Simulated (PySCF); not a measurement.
**SiH (SMILES [SiH]) at UPBE/def2-TZVPPD**

What is the vertical doublet–quartet gap of SiH at UPBE/def2-TZVPPD? 

Program for the calculation: PySCF 2.14.0.

2 further runs of the same task are left out: 2 set aside as unsound or not needed.

### Step 1. The molecule

SiH: 2 atoms, total charge 0, spin state doublet. SMILES: `[SiH]`. The coordinates come from a PBE0-D4/def2-TZVP relaxation.

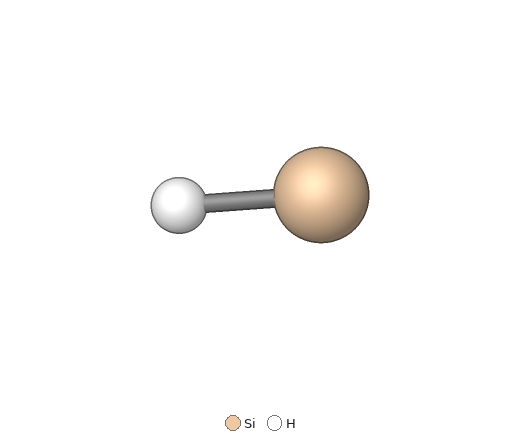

Viewed from a chosen angle; silicon light orange, hydrogen white.

### Step 2. A single-point energy at UPBE/def2-TZVPPD

File calc.py:

```python
from pyscf import gto, dft

system = gto.M(
    atom='''
Si       0.000000       0.000000      -0.007580
H        0.000000       0.000000       1.524140
''',
    spin=1,
    max_memory=1860,
    verbose=3,
    basis='def2-tzvppd',
)

calc0 = dft.UKS(system, xc='pbe')
calc0.grids.level = 5
calc0.conv_tol = 1e-10
calc0.kernel()
if not calc0.converged:
    calc0 = calc0.newton().run(calc0.mo_coeff, calc0.mo_occ)

e_tot = calc0.e_tot
print('E(%s) = %.9f' % ('PBE', e_tot))
```

On the command line:

```bash
$ OMP_NUM_THREADS=1 python calc.py
```

Standard output:

```text
converged SCF energy = -289.837367826326  <S^2> = 0.75545694  2S+1 = 2.0054495
E(PBE) = -289.837367826
```

Run time: 4.2 s. Hardware: 1 thread of Arm Neoverse V2, shared host; peak memory 0.31 GiB.

### Step 3. The quartet at the same level

File job.py:

```python
from pyscf import gto, dft

mol = gto.Mole()
mol.atom = '''
Si     0.000000     0.000000    -0.014324
H      0.000000     0.000000     2.880207
'''
mol.verbose = 3
mol.max_memory = 1860
mol.charge = 0
mol.basis = 'def2-tzvppd'
mol.spin = 3
mol.unit = 'bohr'
mol.build()

mf = dft.UKS(mol, xc='pbe')
mf.conv_tol = 1e-10
mf.grids.level = 5
mf.kernel()
if not mf.converged:
    mf = mf.newton().run(mf.mo_coeff, mf.mo_occ)

energy = mf.e_tot
print(f'total energy: {energy:.8f} hartree')
```

On the command line:

```bash
$ OMP_NUM_THREADS=1 python job.py
```

Standard output:

```text
WARN: HOMO -0.138074240365689 >= LUMO -0.254867673868395

WARN: HOMO -0.192526492481129 >= LUMO -0.235715234639914

WARN: HOMO -0.178499988266925 >= LUMO -0.21696158140068

WARN: HOMO -0.178842519962107 >= LUMO -0.213966972721355

WARN: HOMO -0.178468132095461 >= LUMO -0.212503909333906

WARN: HOMO -0.178529997270237 >= LUMO -0.21260801179918

WARN: HOMO -0.178631669737441 >= LUMO -0.212650532871574

WARN: HOMO -0.178604057431207 >= LUMO -0.212614546022172

WARN: HOMO -0.17861065796915 >= LUMO -0.212622739585365

WARN: HOMO -0.178610495287569 >= LUMO -0.212622755410996

WARN: HOMO -0.178610485234312 >= LUMO -0.212622700522473

converged SCF energy = -289.778181684375  <S^2> = 3.7509122  2S+1 = 4.0004561
total energy: -289.77818168 hartree
```

It took 4.2 s on 1 thread of Arm Neoverse V2, shared host; peak memory 0.31 GiB.

### Step 4. Summary of results

At UPBE/def2-TZVPPD:

| quantity | value |
| --- | --- |
| doublet: total energy | -289.83737 Eh |
| doublet: dipole moment | 0.09 D |
| doublet: HOMO energy (highest over α and β) | -4.50 eV |
| doublet: LUMO energy (lowest over α and β) | -4.20 eV |
| doublet: ⟨S²⟩ | 0.755 |
| quartet: total energy | -289.77818 Eh |
| quartet: dipole moment | 0.04 D |
| quartet: HOMO energy (highest over α and β) | -4.86 eV |
| quartet: ⟨S²⟩ | 3.751 |
| vertical energy of the quartet above the doublet | 1.611 eV |

At this shape the quartet lies 1.61 eV (155 kJ/mol) above the doublet.
